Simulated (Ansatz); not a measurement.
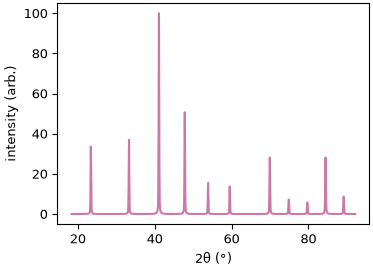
*Simulated powder pattern, Cu Kα, λ = 1.54184 Å*

The pattern belongs to a structure relaxed with PBE (plane waves, PAW; program Ansatz).

Problem. Pick the material that matches.
A) Co3BIr, Pm-3m (Co on 3c, Ir on 1a, B on 1b)
B) InIr3N, anti-perovskite
C) IrPtN2, R-3m (Ir on 3b, Pt on 3a, N on 6c)
D) Co2SiB2, Cmmm (Si on 2a, Co on 4j, B on 4i)

Solution. A, Co3BIr, Pm-3m (Co on 3c, Ir on 1a, B on 1b)

The start of the workflow was typed in or built on a structure type; neither database checked (COD, Materials Project) lists it. Whether it is the stable phase at ambient conditions was not checked. The PBE relaxation kept the symmetry of its start; whether a distortion lowers the energy is not shown. The final state is ferromagnetic, chosen from 5 collinear starts compared on coarse meshes (ties went to the first, and starts can fall back to one state), not a proven ground state. Its formation energy is positive at this level, so the cell may be metastable or incomplete. Spin–orbit coupling is left out wherever it is not named.

Potentials: the earlier of the program's two PAW sets.
